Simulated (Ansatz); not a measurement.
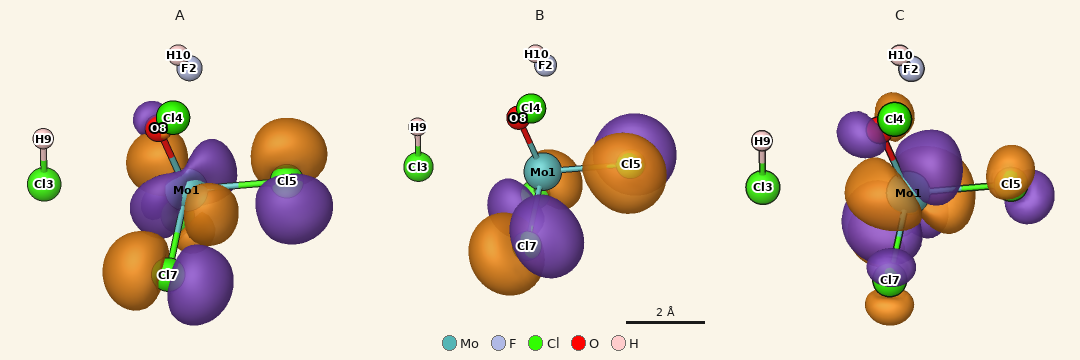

*Cl4MoO···HF···HCl. Three frontier orbitals at ±0.1 Å⁻³ᐟ² (orange and purple are the two phases), in no order.*

Core potentials replace the inner electrons of Mo.

The calculation used RHF/def2-SVP (Ansatz 0.2.0).

```yaml
atoms:
  - { symbol: Mo, position_ang: [-0.1513, -0.1828, -0.2365] }
  - { symbol: F, position_ang: [-0.0506, -0.0592, 2.7242] }
  - { symbol: Cl, position_ang: [3.0613, -0.2817, -0.1754] }
  - { symbol: Cl, position_ang: [0.0267, 2.9612, 0.0676] }
  - { symbol: Cl, position_ang: [-2.4194, 0.1404, -0.0899] }
  - { symbol: Cl, position_ang: [0.1664, -2.3862, 0.1431] }
  - { symbol: Cl, position_ang: [0.1100, 0.1254, -2.5003] }
  - { symbol: O, position_ang: [0.4505, 1.4164, 0.5190] }
  - { symbol: H, position_ang: [3.0683, 0.8382, 0.4295] }
  - { symbol: H, position_ang: [0.1598, 0.8205, 2.6271] }
```

Q: Which picture is the HOMO−1, the HOMO and the LUMO?

A: B is the HOMO−1 (−12.17 eV). By Hirshfeld shares it lies mainly on Cl7 (about 40 %), Cl5 (about 40 %) and Cl6 (about 15 %); largely a combination of lone pairs on Cl7, Cl5 and Cl6. A is the HOMO (−10.68 eV). By Hirshfeld shares it lies mainly on Mo1 (about 45 %), Cl7 (about 25 %) and Cl5 (about 20 %). C is the LUMO (−0.44 eV). Its weight (Hirshfeld) is mainly on Mo1 (about 70 %), Cl6 (about 10 %), Cl5 (about 5 %) and O8 (about 5 %).

Q: What is the HOMO–LUMO gap?

A: 10.24 eV between the orbital energies.
